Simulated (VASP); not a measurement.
Data:

```yaml
crystal:
  lattice:
    - [2.16579, -3.75125, 0.00000]
    - [2.16579, 3.75125, 0.00000]
    - [0.00000, 0.00000, 7.05999]
  atoms:
    - { symbol: Cd, position: [0.66667, 0.33333, 0.49999] }
    - { symbol: Cd, position: [0.33333, 0.66667, 0.99999] }
    - { symbol: Se, position: [0.66667, 0.33333, 0.87601] }
    - { symbol: Se, position: [0.33333, 0.66667, 0.37601] }
```

These are r2SCAN+rVV10, VASP's PBE PAW potentials (set 64) (plane waves; VASP) values and carry that method's errors. Run with 520 eV cut-off, 7×7×4 Γ-centred mesh, tetrahedra with Blöchl corrections, potentials Cd Se.

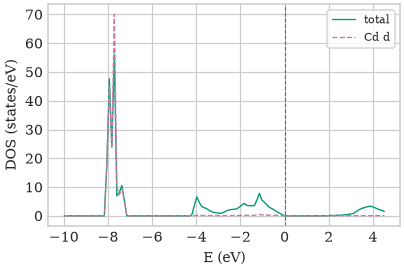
Fig. 1. Total and projected density of states, zero at the valence-band maximum

Within 2 eV below the valence-band maximum the largest weight inside VASP's projection spheres is Se p.

The gap is direct, 1.06 eV, from the valence maximum at Γ to the conduction minimum at Γ.

The compound is CdSe in the wurtzite structure. It was relaxed first.
